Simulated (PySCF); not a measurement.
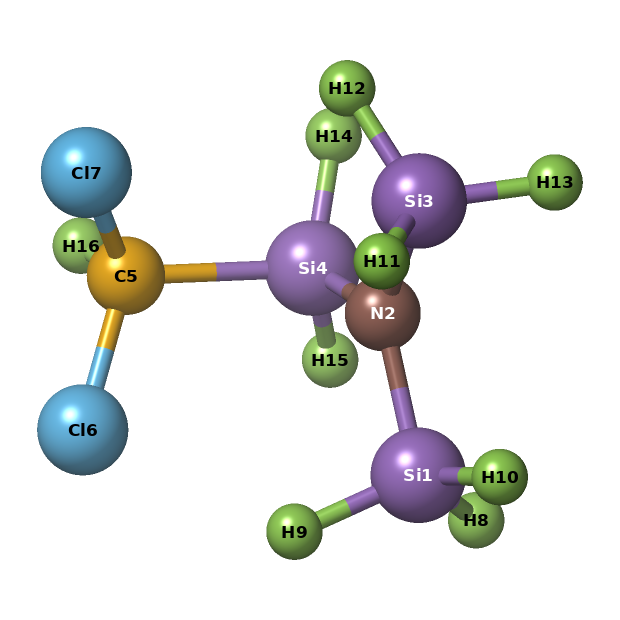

State: charge +1, doublet. Computed geometry: GFN2-xTB optimisation. No frequency run is at hand to confirm it as a minimum. Properties computed with UKS B3LYP, pcH-1 on C Cl H N Si, non-relativistic (PySCF 2.14.0).

Give the isotropic hyperfine couplings (Fermi-contact term alone) of Si1, N2, Si3, Si4, C5, Cl6, Cl7, H8, H9, H10, H11, H12, H13, H14, H15, H16.

```
atom  isotope  a_iso (MHz)
 Si1     29Si         26.5
  N2      14N         15.6
 Si3     29Si         26.0
 Si4     29Si         42.9
  C5      13C         77.0
 Cl6     35Cl          4.5
 Cl7     35Cl          1.7
  H8       1H         37.3
  H9       1H        123.4
 H10       1H         18.1
 H11       1H         29.7
 H12       1H         22.1
 H13       1H        107.9
 H14       1H         55.3
 H15       1H         29.5
 H16       1H         78.0
```

The geometry is semi-empirical. Around Si such bond lengths and angles can be off by a tenth of an ångström or more and by several degrees, and values that hang on the shape move with them.
